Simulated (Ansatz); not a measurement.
**RuH2 (triplet): wB97M-V, B2PLYP over vertical spin and charge gaps, def2-QZVPP**

Aim: run RuH2 (triplet) with these functionals over vertical spin and charge gaps, and hold them against the top wave-function level at the same points.

Program: Ansatz 0.2.0, Gaussian basis. Level of theory: def2-QZVPP, all electrons in the functionals, frozen cores in the correlation of double hybrids and RPA. These are calculated values, not measurements.

The runs, in order: wB97M-V, B2PLYP, at charge 0, triplet; charge 0, singlet; charge 0, quintet; charge 1, doublet; charge 1, quartet.

2 further runs of the same task are left out: 2 set aside as unsound or not needed. Runs told in other sessions of the task aren't counted.

## Step 1: What is computed

The geometry is a PBE0/def2-TZVP stationary point (not a proven minimum). No spin-orbit coupling is included. Elements past krypton take def2 core potentials.

3 atoms, charge 0, spin multiplicity 3.

Atoms are counted from 1 here; the program's logs count them from 0.

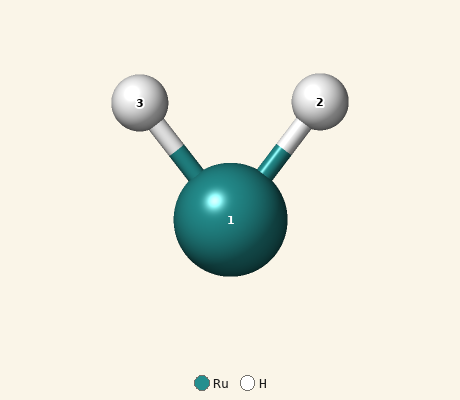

The structure; ruthenium teal, hydrogen white; atoms are numbered from 1 in the order of the file.

No dispersion term is added; wB97M-V holds VV10 nonlocal correlation.

The geometry shown and the zero of energy belong to the point charge 0, triplet. The yardstick, UCCSD(T), and other wave-function levels (R restricted, U unrestricted, valence and pair active spaces) come from earlier runs.

## Step 2: wB97M-V, charge 0, triplet

in.yaml reads:

```yaml
crystal:
  periodic: [false, false, false]
  atoms:
    - {symbol: Ru, position_ang: [0.000000, 0.000000, -0.024187]}
    - {symbol: H, position_ang: [0.000000, 0.949682, 1.212659]}
    - {symbol: H, position_ang: [0.000000, -0.949682, 1.212659]}
basis:
  gaussian: {orbitals: "def2-QZVPP.json"}
magnetization: {spin_polarized: true, initial_magnetization: 2}
hamiltonian: {xc: {name: wB97M-V}}
output: {orbitals: {seedname: orbitals}}
```

The run is started by

```sh
> ansatz run in.yaml --threads 2 --pin off --events-out ev --progress --plain --max-ram 24576MiB --backend cuda --devices 0, --max-vram 18GiB
```

The log of the run, shortened:

```text
Functional definition: wB97M-V
  name "wB97M-V"
  cite "Mardirossian & Head-Gordon, J. Chem. Phys. 144, 214110 (2016) doi:10.1063/1.4952647"
  cite "Becke, J. Chem. Phys. 107, 8554 (1997) doi:10.1063/1.475007"
  cite "Vydrov & Van Voorhis, J. Chem. Phys. 133, 244103 (2010) doi:10.1063/1.3521275"
  # Of w^i u^j: cxij and so on, Table III.
[...]
  gx(w, u) = 1 - cx + cx01*u + cx10*w
  gss(w, u) = css00 + css04*u^4 + css10*w + css20*w^2 + css43*w^4*u^3
  gos(w, u) = cos00 + cos10*w + (cos20 + cos21*u)*w^2 + (cos60 + cos61*u)*w^6
[...]
      + integral(e_c_pw_mod_opposite_spin*gos(b97_w_opposite, b97_u_opposite)) + vv10(b, c)
526 factors; their error is unknown
155 factors; integrals over basis functions are off by at most 4.5e-5 eV
[...]
mean field -2609.88989263 eV, -95.9116845072 hartree, gradient 8.1e-6 eV, S^2 2.010971; 3 other end points of the search recorded, 0 dependent functions left out
reference -2609.88994498 eV, -95.9116864312 hartree; 10, 8 occupied and 138, 140 virtual orbitals, 526 factors
Total energy: -2609.88994498 eV, -95.9116864312 hartree
```

Run time: 15 s. Hardware: 1 × H100 (card shared with other runs) with 2 threads of AMD EPYC 7R13, shared host; peak host memory 0.92 GiB.

From the report: ⟨S²⟩ of the determinant 2.011 (pure triplet: 2.00).

## Step 3: wB97M-V, charge 0, singlet

in.yaml: that of step 2 with these lines changed.

```diff
@@ -8,3 +8,3 @@
   gaussian: {orbitals: "def2-QZVPP.json"}
-magnetization: {spin_polarized: true, initial_magnetization: 2}
+magnetization: {spin_polarized: true, initial_magnetization: 0}
 hamiltonian: {xc: {name: wB97M-V}}
```

Launched as before.

The log of the run, shortened:

```text
Functional definition: wB97M-V
  name "wB97M-V"
  cite "Mardirossian & Head-Gordon, J. Chem. Phys. 144, 214110 (2016) doi:10.1063/1.4952647"
  cite "Becke, J. Chem. Phys. 107, 8554 (1997) doi:10.1063/1.475007"
  cite "Vydrov & Van Voorhis, J. Chem. Phys. 133, 244103 (2010) doi:10.1063/1.3521275"
  # Of w^i u^j: cxij and so on, Table III.
[...]
  gx(w, u) = 1 - cx + cx01*u + cx10*w
  gss(w, u) = css00 + css04*u^4 + css10*w + css20*w^2 + css43*w^4*u^3
  gos(w, u) = cos00 + cos10*w + (cos20 + cos21*u)*w^2 + (cos60 + cos61*u)*w^6
[...]
      + integral(e_c_pw_mod_opposite_spin*gos(b97_w_opposite, b97_u_opposite)) + vv10(b, c)
526 factors; their error is unknown
155 factors; integrals over basis functions are off by at most 4.5e-5 eV
[...]
mean field -2609.52793696 eV, -95.8983828817 hartree, gradient 5.5e-6 eV, S^2 0.975270; 8 other end points of the search recorded, 0 dependent functions left out
reference -2609.52798974 eV, -95.8983848215 hartree; 9, 9 occupied and 139, 139 virtual orbitals, 526 factors
Total energy: -2609.52798974 eV, -95.8983848215 hartree
```

It took 59 s on 1 × H100 (card shared with other runs) with 2 threads of AMD EPYC 7R13, shared host; peak host memory 0.91 GiB.

From the report: ⟨S²⟩ of the determinant 0.975 (pure singlet: 0.00). The determinant of wB97M-V (⟨S²⟩ 0.98) is far from a pure spin state, so its energy mixes those of several spin states; that is harmless only where they are near-degenerate.

From charge 0, triplet: +34.9 kJ/mol.

## Step 4: wB97M-V, charge 0, quintet

in.yaml: that of step 3 with these lines changed.

```diff
@@ -8,3 +8,3 @@
   gaussian: {orbitals: "def2-QZVPP.json"}
-magnetization: {spin_polarized: true, initial_magnetization: 0}
+magnetization: {spin_polarized: true, initial_magnetization: 4}
 hamiltonian: {xc: {name: wB97M-V}}
```

Same command.

The log of the run, shortened:

```text
Functional definition: wB97M-V
  name "wB97M-V"
  cite "Mardirossian & Head-Gordon, J. Chem. Phys. 144, 214110 (2016) doi:10.1063/1.4952647"
  cite "Becke, J. Chem. Phys. 107, 8554 (1997) doi:10.1063/1.475007"
  cite "Vydrov & Van Voorhis, J. Chem. Phys. 133, 244103 (2010) doi:10.1063/1.3521275"
  # Of w^i u^j: cxij and so on, Table III.
[...]
  gx(w, u) = 1 - cx + cx01*u + cx10*w
  gss(w, u) = css00 + css04*u^4 + css10*w + css20*w^2 + css43*w^4*u^3
  gos(w, u) = cos00 + cos10*w + (cos20 + cos21*u)*w^2 + (cos60 + cos61*u)*w^6
[...]
      + integral(e_c_pw_mod_opposite_spin*gos(b97_w_opposite, b97_u_opposite)) + vv10(b, c)
526 factors; their error is unknown
155 factors; integrals over basis functions are off by at most 4.5e-5 eV
[...]
mean field -2608.07422451 eV, -95.8449599347 hartree, gradient 2.7e-6 eV, S^2 6.008086; 8 other end points of the search recorded, 0 dependent functions left out
reference -2608.07428389 eV, -95.8449621168 hartree; 11, 7 occupied and 137, 141 virtual orbitals, 526 factors
Total energy: -2608.07428389 eV, -95.8449621168 hartree
```

Wall time 39 s (1 × H100 (card shared with other runs) with 2 threads of AMD EPYC 7R13, shared host); peak host memory 0.91 GiB.

From the report: ⟨S²⟩ of the determinant 6.008 (pure quintet: 6.00).

From charge 0, triplet: +175.2 kJ/mol.

## Step 5: wB97M-V, charge 1, doublet

in.yaml: that of step 4 with these lines changed.

```diff
@@ -8,3 +8,4 @@
   gaussian: {orbitals: "def2-QZVPP.json"}
-magnetization: {spin_polarized: true, initial_magnetization: 4}
+total_charge: 1
+magnetization: {spin_polarized: true, initial_magnetization: 1}
 hamiltonian: {xc: {name: wB97M-V}}
```

Same command.

The log of the run, shortened:

```text
Functional definition: wB97M-V
  name "wB97M-V"
  cite "Mardirossian & Head-Gordon, J. Chem. Phys. 144, 214110 (2016) doi:10.1063/1.4952647"
  cite "Becke, J. Chem. Phys. 107, 8554 (1997) doi:10.1063/1.475007"
  cite "Vydrov & Van Voorhis, J. Chem. Phys. 133, 244103 (2010) doi:10.1063/1.3521275"
  # Of w^i u^j: cxij and so on, Table III.
[...]
  gx(w, u) = 1 - cx + cx01*u + cx10*w
  gss(w, u) = css00 + css04*u^4 + css10*w + css20*w^2 + css43*w^4*u^3
  gos(w, u) = cos00 + cos10*w + (cos20 + cos21*u)*w^2 + (cos60 + cos61*u)*w^6
[...]
      + integral(e_c_pw_mod_opposite_spin*gos(b97_w_opposite, b97_u_opposite)) + vv10(b, c)
526 factors; their error is unknown
155 factors; integrals over basis functions are off by at most 4.5e-5 eV
[...]
mean field -2601.20155049 eV, -95.5923938227 hartree, gradient 1.7e-6 eV, S^2 1.289131; 4 other end points of the search recorded, 0 dependent functions left out
reference -2601.20159298 eV, -95.5923953844 hartree; 9, 8 occupied and 139, 140 virtual orbitals, 526 factors
Total energy: -2601.20159298 eV, -95.5923953844 hartree
```

Wall time 29 s (1 × H100 (card shared with other runs) with 2 threads of AMD EPYC 7R13, shared host); peak host memory 0.91 GiB.

From the report: ⟨S²⟩ of the determinant 1.289 (pure doublet: 0.75). The determinant of wB97M-V (⟨S²⟩ 1.29) is far from a pure spin state, so its energy mixes those of several spin states; that is harmless only where they are near-degenerate.

From charge 0, triplet: +838.3 kJ/mol.

## Step 6: wB97M-V, charge 1, quartet

in.yaml: that of step 5 with these lines changed.

```diff
@@ -9,3 +9,3 @@
 total_charge: 1
-magnetization: {spin_polarized: true, initial_magnetization: 1}
+magnetization: {spin_polarized: true, initial_magnetization: 3}
 hamiltonian: {xc: {name: wB97M-V}}
```

Launched as before.

The log of the run, shortened:

```text
Functional definition: wB97M-V
  name "wB97M-V"
  cite "Mardirossian & Head-Gordon, J. Chem. Phys. 144, 214110 (2016) doi:10.1063/1.4952647"
  cite "Becke, J. Chem. Phys. 107, 8554 (1997) doi:10.1063/1.475007"
  cite "Vydrov & Van Voorhis, J. Chem. Phys. 133, 244103 (2010) doi:10.1063/1.3521275"
  # Of w^i u^j: cxij and so on, Table III.
[...]
  gx(w, u) = 1 - cx + cx01*u + cx10*w
  gss(w, u) = css00 + css04*u^4 + css10*w + css20*w^2 + css43*w^4*u^3
  gos(w, u) = cos00 + cos10*w + (cos20 + cos21*u)*w^2 + (cos60 + cos61*u)*w^6
[...]
      + integral(e_c_pw_mod_opposite_spin*gos(b97_w_opposite, b97_u_opposite)) + vv10(b, c)
526 factors; their error is unknown
155 factors; integrals over basis functions are off by at most 4.5e-5 eV
[...]
mean field -2601.57027407 eV, -95.6059441644 hartree, gradient 2.7e-6 eV, S^2 3.761537; 7 other end points of the search recorded, 0 dependent functions left out
reference -2601.57031991 eV, -95.6059458490 hartree; 10, 7 occupied and 138, 141 virtual orbitals, 526 factors
Total energy: -2601.57031991 eV, -95.6059458490 hartree
```

Wall time 36 s (1 × H100 (card shared with other runs) with 2 threads of AMD EPYC 7R13, shared host); peak host memory 0.91 GiB.

From the report: ⟨S²⟩ of the determinant 3.762 (pure quartet: 3.75).

From charge 0, triplet: +802.7 kJ/mol.

## Step 7: B2PLYP, charge 0, triplet

in.yaml reads:

```yaml
crystal:
  periodic: [false, false, false]
  atoms:
    - {symbol: Ru, position_ang: [0.000000, 0.000000, -0.024187]}
    - {symbol: H, position_ang: [0.000000, 0.949682, 1.212659]}
    - {symbol: H, position_ang: [0.000000, -0.949682, 1.212659]}
basis:
  gaussian: {orbitals: "def2-QZVPP.json"}
magnetization: {spin_polarized: true, initial_magnetization: 2}
hamiltonian: {xc: {name: B2PLYP}}
correlation: {electrons: outside_noble_gas}
```

The command is unchanged.

The log of the run, shortened:

```text
Functional definition: B2PLYP
  name "B2PLYP"
  cite "Grimme, J. Chem. Phys. 124, 034108 (2006) doi:10.1063/1.2148954"
  cite "Becke, Phys. Rev. A 38, 3098 (1988) doi:10.1103/PhysRevA.38.3098"
  cite "Lee, Yang & Parr, Phys. Rev. B 37, 785 (1988) doi:10.1103/PhysRevB.37.785"
[...]
951 factors; integrals over basis functions are off by at most 5.7e-4 eV
[...]
mean field -2604.85479996 eV, -95.7266482647 hartree, gradient 7.2e-6 eV, S^2 2.029230; 6 other end points of the search recorded, 0 dependent functions left out
4 core orbitals not correlated: weight in the atoms' cores, before any rotation towards them, 0.999 or more for the frozen orbitals, at most 0.000 for the correlated occupied ones
reference -2604.85493191 eV, -95.7266531136 hartree; 6, 4 occupied and 138, 140 virtual orbitals, 951 factors
second order -10.33243411 eV of doubles, -0.00000000 eV of singles
Total energy: -2607.64468912 eV, -95.8291748001 hartree
```

Run time: 12 s. Hardware: 1 × H100 (card shared with other runs) with 2 threads of AMD EPYC 7R13, shared host; peak host memory 0.85 GiB.

From the report: ⟨S²⟩ of the determinant 2.029 (pure triplet: 2.00).

## Step 8: B2PLYP, charge 0, singlet

in.yaml: that of step 7 with these lines changed.

```diff
@@ -8,3 +8,3 @@
   gaussian: {orbitals: "def2-QZVPP.json"}
-magnetization: {spin_polarized: true, initial_magnetization: 2}
+magnetization: {spin_polarized: true, initial_magnetization: 0}
 hamiltonian: {xc: {name: B2PLYP}}
```

The command is unchanged.

The log of the run, shortened:

```text
Functional definition: B2PLYP
  name "B2PLYP"
  cite "Grimme, J. Chem. Phys. 124, 034108 (2006) doi:10.1063/1.2148954"
  cite "Becke, Phys. Rev. A 38, 3098 (1988) doi:10.1103/PhysRevA.38.3098"
  cite "Lee, Yang & Parr, Phys. Rev. B 37, 785 (1988) doi:10.1103/PhysRevB.37.785"
[...]
951 factors; integrals over basis functions are off by at most 5.7e-4 eV
[...]
mean field -2604.44600149 eV, -95.7116251980 hartree, gradient 2.0e-6 eV, S^2 0.991261; 11 other end points of the search recorded, 0 dependent functions left out
4 core orbitals not correlated: weight in the atoms' cores, before any rotation towards them, 1.000 or more for the frozen orbitals, at most 0.000 for the correlated occupied ones
reference -2604.44613259 eV, -95.7116300155 hartree; 5, 5 occupied and 139, 139 virtual orbitals, 951 factors
second order -10.60112397 eV of doubles, -0.00000000 eV of singles
Total energy: -2607.30843606 eV, -95.8168177280 hartree
```

Run time: 21 s. Hardware: 1 × H100 (card shared with other runs) with 2 threads of AMD EPYC 7R13, shared host; peak host memory 0.85 GiB.

From the report: ⟨S²⟩ of the determinant 0.991 (pure singlet: 0.00). The determinant of B2PLYP (⟨S²⟩ 0.99) is far from a pure spin state, so its energy mixes those of several spin states; that is harmless only where they are near-degenerate.

From charge 0, triplet: +32.4 kJ/mol.

## Step 9: B2PLYP, charge 0, quintet

in.yaml: that of step 8 with these lines changed.

```diff
@@ -8,3 +8,3 @@
   gaussian: {orbitals: "def2-QZVPP.json"}
-magnetization: {spin_polarized: true, initial_magnetization: 0}
+magnetization: {spin_polarized: true, initial_magnetization: 4}
 hamiltonian: {xc: {name: B2PLYP}}
```

Same command.

The log of the run, shortened:

```text
Functional definition: B2PLYP
  name "B2PLYP"
  cite "Grimme, J. Chem. Phys. 124, 034108 (2006) doi:10.1063/1.2148954"
  cite "Becke, Phys. Rev. A 38, 3098 (1988) doi:10.1103/PhysRevA.38.3098"
  cite "Lee, Yang & Parr, Phys. Rev. B 37, 785 (1988) doi:10.1103/PhysRevB.37.785"
[...]
951 factors; integrals over basis functions are off by at most 5.7e-4 eV
[...]
mean field -2603.38406061 eV, -95.6725995904 hartree, gradient 7.0e-6 eV, S^2 6.017194; 10 other end points of the search recorded, 0 dependent functions left out
4 core orbitals not correlated: weight in the atoms' cores, before any rotation towards them, 0.999 or more for the frozen orbitals, at most 0.000 for the correlated occupied ones
reference -2603.38420174 eV, -95.6726047767 hartree; 7, 3 occupied and 137, 141 virtual orbitals, 951 factors
second order -8.71452508 eV of doubles, -0.00000000 eV of singles
Total energy: -2605.73712351 eV, -95.7590730569 hartree
```

Run time: 36 s. Hardware: 1 × H100 (card shared with other runs) with 2 threads of AMD EPYC 7R13, shared host; peak host memory 0.87 GiB.

From the report: ⟨S²⟩ of the determinant 6.017 (pure quintet: 6.00).

From charge 0, triplet: +184.1 kJ/mol.

## Step 10: B2PLYP, charge 1, doublet

in.yaml: that of step 9 with these lines changed.

```diff
@@ -8,3 +8,4 @@
   gaussian: {orbitals: "def2-QZVPP.json"}
-magnetization: {spin_polarized: true, initial_magnetization: 4}
+total_charge: 1
+magnetization: {spin_polarized: true, initial_magnetization: 1}
 hamiltonian: {xc: {name: B2PLYP}}
```

Launched as before.

The log of the run, shortened:

```text
Functional definition: B2PLYP
  name "B2PLYP"
  cite "Grimme, J. Chem. Phys. 124, 034108 (2006) doi:10.1063/1.2148954"
  cite "Becke, Phys. Rev. A 38, 3098 (1988) doi:10.1103/PhysRevA.38.3098"
  cite "Lee, Yang & Parr, Phys. Rev. B 37, 785 (1988) doi:10.1103/PhysRevB.37.785"
[...]
951 factors; integrals over basis functions are off by at most 5.7e-4 eV
[...]
mean field -2596.49625188 eV, -95.4194772882 hartree, gradient 2.4e-6 eV, S^2 1.500638; 7 other end points of the search recorded, 0 dependent functions left out
4 core orbitals not correlated: weight in the atoms' cores, before any rotation towards them, 0.999 or more for the frozen orbitals, at most 0.000 for the correlated occupied ones
reference -2596.49637417 eV, -95.4194817824 hartree; 5, 4 occupied and 139, 140 virtual orbitals, 951 factors
second order -8.86554630 eV of doubles, -0.00000000 eV of singles
Total energy: -2598.89007167 eV, -95.5074485430 hartree
```

Wall time 24 s (1 × H100 (card shared with other runs) with 2 threads of AMD EPYC 7R13, shared host); peak host memory 0.86 GiB.

From the report: ⟨S²⟩ of the determinant 1.501 (pure doublet: 0.75). The determinant of B2PLYP (⟨S²⟩ 1.50) is far from a pure spin state, so its energy mixes those of several spin states; that is harmless only where they are near-degenerate.

From charge 0, triplet: +844.7 kJ/mol.

## Step 11: B2PLYP, charge 1, quartet

in.yaml: that of step 10 with these lines changed.

```diff
@@ -9,3 +9,3 @@
 total_charge: 1
-magnetization: {spin_polarized: true, initial_magnetization: 1}
+magnetization: {spin_polarized: true, initial_magnetization: 3}
 hamiltonian: {xc: {name: B2PLYP}}
```

Launched as before.

The log of the run, shortened:

```text
Functional definition: B2PLYP
  name "B2PLYP"
  cite "Grimme, J. Chem. Phys. 124, 034108 (2006) doi:10.1063/1.2148954"
  cite "Becke, Phys. Rev. A 38, 3098 (1988) doi:10.1103/PhysRevA.38.3098"
  cite "Lee, Yang & Parr, Phys. Rev. B 37, 785 (1988) doi:10.1103/PhysRevB.37.785"
[...]
951 factors; integrals over basis functions are off by at most 5.7e-4 eV
[...]
mean field -2596.98812534 eV, -95.4375533046 hartree, gradient 2.0e-10 eV, S^2 3.778853; 9 other end points of the search recorded, 0 dependent functions left out
4 core orbitals not correlated: weight in the atoms' cores, before any rotation towards them, 0.999 or more for the frozen orbitals, at most 0.000 for the correlated occupied ones
reference -2596.98825055 eV, -95.4375579060 hartree; 6, 3 occupied and 138, 141 virtual orbitals, 951 factors
second order -8.38182002 eV of doubles, -0.00000000 eV of singles
Total energy: -2599.25134196 eV, -95.5207249812 hartree
```

Wall time 36 s (1 × H100 (card shared with other runs) with 2 threads of AMD EPYC 7R13, shared host); peak host memory 0.87 GiB.

From the report: ⟨S²⟩ of the determinant 3.779 (pure quartet: 3.75).

From charge 0, triplet: +809.8 kJ/mol.

## Step 12: The comparison

No level is safe as a reference over these points; UCCSD(T) serves as a yardstick only. It comes from earlier runs at the same points. Energies in kJ/mol, counted from charge 0, triplet; blanks weren't run or aren't comparable.

```
   level  triplet to singlet  triplet to quintet  ionisation to the doublet cation  ionisation to the quartet cation
UCCSD(T)                                   173.1                             830.9                             796.2
 wB97M-V                34.9               175.2                             838.3                             802.7
  B2PLYP                32.4               184.1                             844.7                             809.8
```

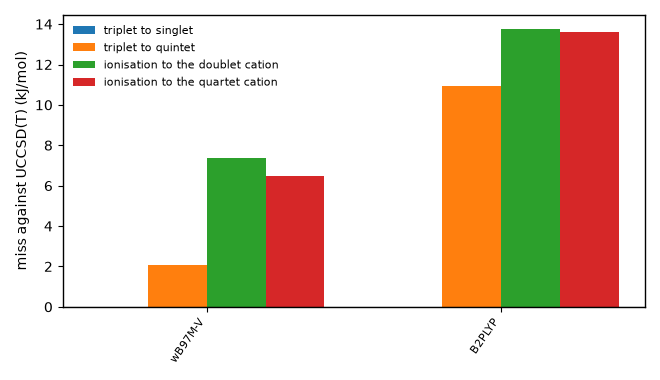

Misses of the gaps against UCCSD(T).

Largest miss and mean time a point (UCCSD(T) took 79 s a point; shared hosts):

```
  level  largest miss (kJ/mol)                             where  time a point
wB97M-V                   +7.4  ionisation to the doublet cation          35 s
 B2PLYP                  +13.8  ionisation to the doublet cation          26 s
```

## Step 13: Summary of results

```
                                  quantity                                            value
              triplet to quintet, UCCSD(T)                                     173.1 kJ/mol
ionisation to the doublet cation, UCCSD(T)                                     830.9 kJ/mol
ionisation to the quartet cation, UCCSD(T)                                     796.2 kJ/mol
                     largest miss, wB97M-V   +7.4 kJ/mol (ionisation to the doublet cation)
                      largest miss, B2PLYP  +13.8 kJ/mol (ionisation to the doublet cation)
```

What this shows: Misses are known at 3 of 4 points at best, and only functionals with that many are ranked. Of the functionals, wB97M-V keep the smallest largest miss at the points compared (at most 7.4 kJ/mol) and B2PLYP strays most (13.8 kJ/mol, at ionisation to the doublet cation). wB97M-V, B2PLYP clearly break the spin symmetry at some points (⟨S²⟩ up to 0.99 above the pure value), so energy there is bought with a mixed spin. Functionals and the yardstick converge differently with the basis, so part of each miss in def2-QZVPP is the basis. The yardstick itself may be off where one determinant is a poor start.
